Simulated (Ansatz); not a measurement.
How basis sets differ on BBrCl2 (bromodichloroborane)

BBrCl2: 4 atoms, total charge 0, spin state singlet. SMILES: `ClB(Cl)Br`. Geometry: relaxed at PBE0-D4/def2-TZVP.

Quantity: the atomisation enthalpy at 298 K, in kJ/mol. The values are calculated. The thermal term (zero-point and 298 K enthalpy, harmonic and unscaled) is that of PBE0-D4/def2-TZVP; the spin-orbit lowering of the free atoms at 298 K, 21.6 kJ/mol by their spectra, is taken off.

**What was measured.** NIST-JANAF tables; in doubt, as an older value, an estimate or one at odds with other calculations gives the atomisation enthalpy at 298 K of the gas as 1262 kJ/mol.

```json
{"level": "MP2/LANL2DZ (core potential)", "kind": "perturbation theory", "program": "Ansatz", "value (kJ/mol)": "915", "computed − measured": "-347", "CPU time (all runs)": "0.32 s"}
{"level": "MP2/cc-pVDZ", "kind": "perturbation theory", "program": "Ansatz", "value (kJ/mol)": "1224", "computed − measured": "-38", "CPU time (all runs)": "4.4 s"}
{"level": "MP2/def2-mTZVP", "kind": "perturbation theory", "program": "Ansatz", "value (kJ/mol)": "1222", "computed − measured": "-40", "CPU time (all runs)": "2.3 s"}
{"level": "MP2/def2-mTZVPP", "kind": "perturbation theory", "program": "Ansatz", "value (kJ/mol)": "1237", "computed − measured": "-25", "CPU time (all runs)": "2.8 s"}
{"level": "MP2/def2-TZVP", "kind": "perturbation theory", "program": "Ansatz", "value (kJ/mol)": "1303", "computed − measured": "+41", "CPU time (all runs)": "4.8 s"}
{"level": "MP2/def2-QZVP", "kind": "perturbation theory", "program": "Ansatz", "value (kJ/mol)": "1328", "computed − measured": "+66", "CPU time (all runs)": "27 s"}
```

Nearest: MP2/def2-mTZVPP (-25 kJ/mol); farthest: MP2/LANL2DZ (core potential) (-347 kJ/mol). Wave-function methods converge slowly with the basis and bind too weakly in sets of this size; that is part of their error here. The measured heats of formation of B, Si, Al and metal atoms are uncertain by some kJ/mol each. All-electron rows without a relativistic Hamiltonian named are non-relativistic, while core potentials hold scalar relativity, so basis and relativity change together. In the correlated wave-function rows the outer d shell of Br is correlated, in sets not made for it. Without the sets that lack polarisation functions the rows with a basis span only 1222 to 1328 kJ/mol. CPU times are rough (shared hosts, several kinds of processor and program).

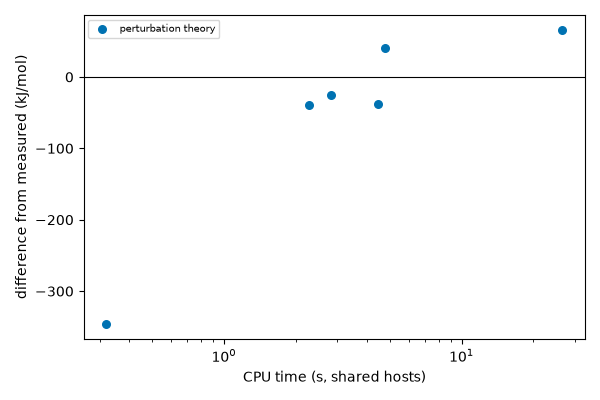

Difference from the measured value against processor time, one point a level.
